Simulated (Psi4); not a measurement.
# C2H4N (SMILES [H]/[C]=N/C) at 6 levels

We compute a comparison of 6 runs (UHF/def2-SVPD, U-wB97X/STO-3G, U-r2SCAN/cc-pVDZ, UPBE0/def2-SVP, UMP2/aug-cc-pVDZ-DK) of C2H4N. 

Program for the calculation: Psi4 1.11.

6 further runs of the same task are left out: 4 that didn't finish, 2 set aside as unsound or not needed.

### Step 1. Starting point

C2H4N has 7 atoms, charge 0, and is taken as a doublet. As SMILES, `[H]/[C]=N/C`. The coordinates come from a GFN2-xTB relaxation.

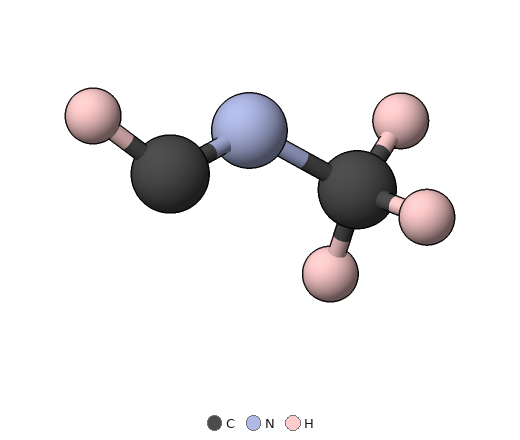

The structure, seen from a chosen angle (carbon dark grey, nitrogen light blue, hydrogen pink).

### Step 2. The energy at UHF/def2-SVPD (density fitting, IEF-PCM ethanol) (run 1)

File c2h4n.xyz:

```xyz
7
C2H4N
C     -1.234080    -0.585500    -0.745890
N     -0.626320     0.006110     0.147180
C      0.768900     0.264240     0.287980
H     -2.307290    -0.699770    -0.704770
H      1.333000    -0.665780     0.392390
H      0.903430     0.862130     1.190620
H      1.162370     0.818570    -0.567510
```

File c2h4n.py:

```python
import psi4

psi4.set_memory('1600 MB')
psi4.set_num_threads(1)
psi4.core.set_output_file('c2h4n.out', False)

with open('c2h4n.xyz') as f:
    atoms = ''.join(f.readlines()[2:])
geom = psi4.geometry('0 2\n' + atoms + 'symmetry c1')

psi4.set_options({
    'basis': 'def2-SVPD',
    'reference': 'uhf',
    'scf_type': 'mem_df',
    'pcm': True,
})
psi4.pcm_helper("""
  Units = Angstrom
  Medium {
    SolverType = IEFPCM
    Solvent = Ethanol
  }
  Cavity {
    Type = GePol
    RadiiSet = UFF
    Scaling = False
    Area = 0.5
    Mode = Implicit
  }
""")

E = psi4.energy('scf', molecule=geom)
print(f'scf energy: {E:.10f} Eh')
```

Run with:

```sh
python c2h4n.py
```

c2h4n.out:

```text
[...]
  Running in c1 symmetry.
[...]
  Nuclear repulsion =   65.905960009980774
[...]
  Multiplicity = 2
[...]
  Nalpha       = 12
  Nbeta        = 11
[...]
    Number of basis functions: 92
[...]
   @DF-UHF iter   1:  -132.28038767773015   -7.24387e-01   2.97743e-03 DIIS/ADIIS
[...]
   @DF-UHF iter  14:  -132.33823905286820   -1.24074e-07   9.07574e-07 DIIS
[...]
   @S^2 Observed:                8.329728196E-01
[...]
    Orbital Energies [Eh]
    ---------------------
    Alpha Occupied:
       1A    -15.577781     2A    -11.296639     3A    -11.263138
       4A     -1.235822     5A     -0.979240     6A     -0.769860
       7A     -0.666575     8A     -0.613777     9A     -0.598390
      10A     -0.528173    11A     -0.440422    12A     -0.350223
    Alpha Virtual:
      13A      0.112273    14A      0.132377    15A      0.135347
      16A      0.197885    17A      0.218601    18A      0.226290
      19A      0.243155    20A      0.248065    21A      0.260316
      22A      0.290442    23A      0.308878    24A      0.320710
      25A      0.339183    26A      0.358998    27A      0.393340
[...]
  @DF-UHF Final Energy:  -132.33823905286820
   => Energetics <=
    Nuclear Repulsion Energy =             65.9059600099807739
    One-Electron Energy =                -308.4875036959812178
    Two-Electron Energy =                 110.2473622148802690
    PCM Polarization Energy =              -0.0040575817480572
    Total Energy =                       -132.3382390528682038
  UHF NO Occupations:
  HONO-2 :   10  A 1.9965860
[...]
 Multipole Moments:
 ------------------------------------------------------------------------------------
     Multipole            Electronic (a.u.)      Nuclear  (a.u.)        Total (a.u.)
 ------------------------------------------------------------------------------------
 L = 1.  Multiply by 2.5417464519 to convert [e a0] to [Debye]
 Dipole X            :         -1.9336096            2.2064148            0.2728052
 Dipole Y            :         -0.6758032            0.6031346           -0.0726686
 Dipole Z            :         -0.7477727            0.5690615           -0.1787112
 Magnitude           :                                                    0.3341274
[...]
```

On the terminal:

```text
scf energy: -132.3382390529 Eh
```

Wall time 8.4 s (1 thread of AMD EPYC 7R43 (Zen 3), shared host); peak memory 0.2 GiB.

### Step 3. A single-point energy at U-wB97X/STO-3G (run 2)

File input.json:

```json
{
 "schema_name": "qcschema_input",
 "schema_version": 1,
 "molecule": {
  "schema_name": "qcschema_molecule",
  "schema_version": 2,
  "symbols": ["C", "N", "C", "H", "H", "H", "H"],
  "geometry": [-2.33207322, -1.10643465, -1.40952782, -1.18357327, 0.01154623, 0.27812989, 1.45301042, 0.49934123, 0.54420333, -4.36014619, -1.32237365, -1.33182228, 2.51900492, -1.25814186, 0.74150963, 1.70723527, 1.62918958, 2.24994572, 2.19656096, 1.54687311, -1.07243847],
  "molecular_charge": 0,
  "molecular_multiplicity": 2,
  "fix_symmetry": "c1",
  "fix_com": true,
  "fix_orientation": true
 },
 "driver": "energy",
 "model": {
  "method": "wb97x",
  "basis": "STO-3G"
 },
 "keywords": {
  "reference": "uks",
  "puream": true,
  "e_convergence": 1e-09,
  "d_convergence": 1e-08,
  "scf_type": "pk",
  "dft_radial_points": 99,
  "dft_spherical_points": 590,
  "maxiter": 200
 }
}
```

Run with:

```sh
psi4 --qcschema input.json -n 1 --memory 1600MB
```

stdout:

```text
[...]
  Running in c1 symmetry.
[...]
  Nuclear repulsion =   65.905959982393142
[...]
  Multiplicity = 2
[...]
  Nalpha       = 12
  Nbeta        = 11
[...]
    Number of basis functions: 19
[...]
   @UKS iter   1:  -131.54523643127683   -1.82220e+00   7.00174e-03 ADIIS/DIIS
[...]
   @UKS iter  13:  -131.55776856478749   -9.37916e-13   7.97878e-09 DIIS
[...]
   @S^2 Observed:                7.528761777E-01
[...]
    Orbital Energies [Eh]
    ---------------------
    Alpha Occupied:
       1A    -14.226627     2A    -10.146008     3A    -10.067346
       4A     -1.021962     5A     -0.820647     6A     -0.641801
       7A     -0.548448     8A     -0.529291     9A     -0.495231
      10A     -0.403043    11A     -0.359681    12A     -0.198426
    Alpha Virtual:
      13A      0.210120    14A      0.460204    15A      0.544887
      16A      0.560980    17A      0.570182    18A      0.654081
      19A      0.865522
    Beta Occupied:
[...]
  @UKS Final Energy:  -131.55776856478749
   => Energetics <=
    Nuclear Repulsion Energy =             65.9059599823931421
    One-Electron Energy =                -307.5776315130079865
    Two-Electron Energy =                 123.3854524088656603
    DFT Exchange-Correlation Energy =     -13.2715494430383050
    Empirical Dispersion Energy =           0.0000000000000000
    VV10 Nonlocal Energy =                  0.0000000000000000
    Total Energy =                       -131.5577685647874944
[...]
 Multipole Moments:
 ------------------------------------------------------------------------------------
     Multipole            Electronic (a.u.)      Nuclear  (a.u.)        Total (a.u.)
 ------------------------------------------------------------------------------------
 L = 1.  Multiply by 2.5417464519 to convert [e a0] to [Debye]
 Dipole X            :         11.8071138          -11.4967347            0.3103790
 Dipole Y            :          3.0153897           -2.9661897            0.0491999
 Dipole Z            :          2.6804243           -2.6578431            0.0225812
 Magnitude           :                                                    0.3150646
[...]
```

The result, in JSON:

```text
{
 "driver": "energy",
 "model": {
  "method": "wb97x",
  "basis": "STO-3G"
 },
 "success": true,
 "return_result": -131.5577685647875,
 "properties": {
  "calcinfo_nbasis": 19,
  "calcinfo_nmo": 19,
  "calcinfo_nalpha": 12,
  "calcinfo_nbeta": 11,
  "calcinfo_natom": 7,
  "nuclear_repulsion_energy": 65.90595998239314,
  "return_energy": -131.5577685647875,
  "scf_one_electron_energy": -307.577631513008,
  "scf_two_electron_energy": 123.38545240886566,
  "scf_xc_energy": -13.271549443038305,
  "scf_dipole_moment": [0.31037903550302026, 0.04919994699493735, 0.022581186562413702],
  "scf_total_energy": -131.5577685647875,
  "scf_iterations": 13
 }
}
```

It took 18 s on 1 thread of AMD EPYC 7R43 (Zen 3), shared host; peak memory 0.43 GiB.

Runs 3 to 5 aren't shown in full; the table further down has their settings and results.

### Step 4. A single-point energy at UMP2/aug-cc-pVDZ-DK (density fitting for correlation, Cartesian functions) (run 6)

File calc.dat:

```
memory 1600 MB

molecule {
  0 2
  C     -1.234080    -0.585500    -0.745890
  N     -0.626320     0.006110     0.147180
  C      0.768900     0.264240     0.287980
  H     -2.307290    -0.699770    -0.704770
  H      1.333000    -0.665780     0.392390
  H      0.903430     0.862130     1.190620
  H      1.162370     0.818570    -0.567510
}

set {
  reference uhf
  scf_type direct
  mp2_type df
  puream false
}

energy("mp2/aug-cc-pVDZ-DK")
```

Run with:

```sh
psi4 calc.dat calc.out -n 1
```

calc.out:

```text
[...]
  Running in c1 symmetry.
[...]
  Nuclear repulsion =   65.905960009980774
[...]
  Multiplicity = 2
[...]
  Nalpha       = 12
  Nbeta        = 11
[...]
    Number of basis functions: 111
[...]
   @DF-UHF iter   1:  -132.35559507215694   -7.74350e-01   3.26238e-03 DIIS/ADIIS
[...]
   @UHF iter  27:  -132.44199161619738   -1.15392e-11   7.33733e-09 DIIS
[...]
   @S^2 Observed:                8.292407571E-01
[...]
    Orbital Energies [Eh]
    ---------------------
    Alpha Occupied:
       1A    -15.580341     2A    -11.293788     3A    -11.267449
       4A     -1.248210     5A     -0.989860     6A     -0.778621
       7A     -0.664627     8A     -0.609840     9A     -0.599870
      10A     -0.527883    11A     -0.435200    12A     -0.344372
    Alpha Virtual:
      13A      0.036174    14A      0.048343    15A      0.058198
      16A      0.060551    17A      0.100282    18A      0.102907
      19A      0.103014    20A      0.148099    21A      0.149301
      22A      0.162710    23A      0.169957    24A      0.172835
      25A      0.189484    26A      0.210855    27A      0.263094
[...]
  @UHF Final Energy:  -132.44199161619738
   => Energetics <=
    Nuclear Repulsion Energy =             65.9059600099807739
    One-Electron Energy =                -308.5859534014260817
    Two-Electron Energy =                 110.2380017752479091
    Total Energy =                       -132.4419916161973845
  UHF NO Occupations:
  HONO-2 :   10  A 1.9962330
  HONO-1 :   11  A 1.9646396
[...]
 Multipole Moments:
 ------------------------------------------------------------------------------------
     Multipole            Electronic (a.u.)      Nuclear  (a.u.)        Total (a.u.)
 ------------------------------------------------------------------------------------
 L = 1.  Multiply by 2.5417464519 to convert [e a0] to [Debye]
 Dipole X            :         -1.9807597            2.2064148            0.2256552
 Dipole Y            :         -0.6354309            0.6031346           -0.0322963
 Dipole Z            :         -0.6688729            0.5690615           -0.0998114
 Magnitude           :                                                    0.2488486
[...]
```

Wall time 28 s (1 thread of AMD EPYC 7R43 (Zen 3), shared host); peak memory 0.3 GiB.

### Step 5. The series

| run | level | radii | integrals | energy (Eh) | dipole moment (D) | HOMO energy (eV) | LUMO energy (eV) | wall time |
| --- | --- | --- | --- | --- | --- | --- | --- | --- |
| 1 | UHF/def2-SVPD (density fitting, IEF-PCM ethanol) | UFF | mem_df | -132.338239 | 0.85 | -9.53 | 1.98 | 8.4 s |
| 2 | U-wB97X/STO-3G | – | pk | -131.557769 | 0.80 | -5.40 | 4.22 | 18 s |
| 3 | U-r2SCAN/cc-pVDZ | – | pk | -133.200523 | 0.83 | -4.24 | -2.03 | 99 s |
| 4 | UPBE0/def2-SVP | – | pk | -133.013305 | 0.82 | -5.48 | -1.36 | 50 s |
| 5 | UMP2/aug-cc-pVDZ-DK (density fitting for correlation) | – | direct | -132.881634 | – | -9.37 | 0.90 | 29 s |
| 6 | UMP2/aug-cc-pVDZ-DK (density fitting for correlation, Cartesian functions) | – | direct | -132.899193 | – | -9.37 | 0.88 | 28 s |

### Step 6. Outcome

| quantity | value |
| --- | --- |
| run 6: total energy | -132.89919 Eh |
| run 6: HOMO energy (Hartree–Fock orbitals) (highest over α and β) | -9.37 eV |
| run 6: LUMO energy (Hartree–Fock orbitals) (lowest over α and β) | 0.88 eV |
| run 6: correlation energy | -457.2 mEh |
| run 6: ⟨S²⟩ of the reference determinant | 0.829 |

**Reading.** Over runs 1, 2, 3, 4 the dipole moment (its size) runs from 0.80 D (U-wB97X/STO-3G) to 0.85 D (UHF/def2-SVPD). The two ends differ in method and basis and solvent. Totals of different functionals can't be ranked against each other. In run 2 the basis is minimal, so the values are rough. In runs 5, 6 relativity is left out where basis or elements ask for it. All runs together took 3.9 min, the longest 99 s.
